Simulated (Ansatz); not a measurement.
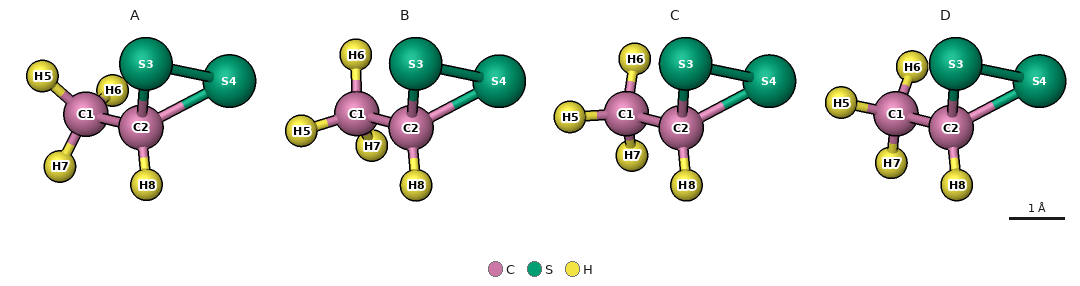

4 geometries from a converged minimum-energy path of C2H4S2, shuffled. A ball-and-stick model, seen from a free direction.

These are results of RKS PBE-D4/def2-SVPD in Ansatz 0.2.0, not measurements. Set-up: 7 movable images; climbing image; force threshold 0.05 eV/Å; iteration limit 60; starting path through a guess of the saddle point.

One of them is the converged climbing image. Which?

A. In order along the path, whose images run from 0 to 8: A (image 4, +12.9 kJ/mol), D (image 6, +6.5 kJ/mol), C (image 7, +1.9 kJ/mol), B (image 8, 0.0 kJ/mol). The motion is a rotation about the C1–C2 bond by about 120°. No bond forms or breaks between the ends.

The run took 2 min on 2 threads of Arm Neoverse N1 (shared host), peak memory 0.17 GiB.
